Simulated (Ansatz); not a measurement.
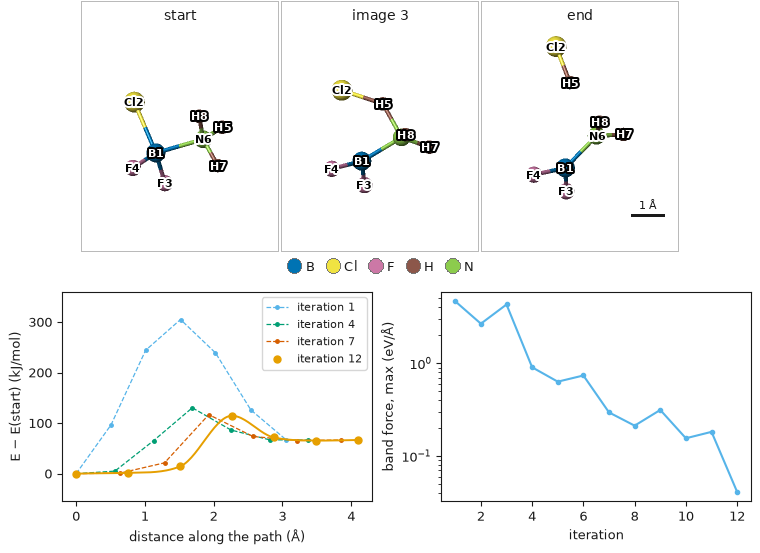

A nudged-elastic-band calculation for BNH3ClF2. Images are numbered from 0 (start) to 6 (end). The plot follows the band through its iterations. A ball-and-stick model, seen at a tilt.

Level of theory: RKS PBE0-D4/def2-SVP in Ansatz 0.2.0.

The input:
```yaml
crystal:
  periodic: [false, false, false]
  atoms:
    - {symbol: B, position_ang: [-0.179041, 0.471428, -0.635863]}
    - {symbol: Cl, position_ang: [1.270410, 0.104490, -1.721749]}
    - {symbol: F, position_ang: [-1.362628, 0.026030, -1.143630]}
    - {symbol: F, position_ang: [-0.206425, 1.757297, -0.185434]}
    - {symbol: H, position_ang: [0.124191, -1.426681, 0.455543]}
    - {symbol: N, position_ang: [0.077175, -0.444640, 0.710252]}
    - {symbol: H, position_ang: [-0.679797, -0.307502, 1.375814]}
    - {symbol: H, position_ang: [0.956215, -0.180522, 1.145068]}
basis:
  gaussian: {orbitals: def2-SVP}
hamiltonian: {xc: pbe0, dispersion: d4}
neb:
  images: 5
  climbing: true
  max_iterations: 40
  initial_path: idpp
  final_atoms:
    - {symbol: B, position_ang: [-0.743153, 0.908020, -0.006673]}
    - {symbol: Cl, position_ang: [1.907162, -1.601019, -1.492295]}
    - {symbol: F, position_ang: [-1.860415, 0.724931, -0.691583]}
    - {symbol: F, position_ang: [-0.179889, 2.105228, -0.024675]}
    - {symbol: H, position_ang: [1.087301, -0.988112, -0.694610]}
    - {symbol: N, position_ang: [-0.145871, -0.157256, 0.693046]}
    - {symbol: H, position_ang: [-0.656365, -1.008343, 0.860826]}
    - {symbol: H, position_ang: [0.591331, 0.016451, 1.355965]}
```

Command:
```bash
ansatz run in.yaml --threads 4 --pin off --events-out ev --progress --plain --max-ram 9574MiB
```

Question: How did the profile develop, and is the result final?

Answer: The run is converged, with reservations. The band converged in 12 iterations. The largest component of the band force went from 4.7 to 0.041 eV/Å. The climbing image converged on the top of the path. Its curvatures weren't checked. The largest force component is 0.24 eV/Å at the start and 0.26 eV/Å at the end; an end with forces this large is no minimum, and the barrier measured from it can be far off. The first iteration put the highest image at 305.0 kJ/mol. The highest point, image 3, lies 114.6 kJ/mol above the start and 47.9 kJ/mol above the end; the end is at +66.7 kJ/mol relative to the start.
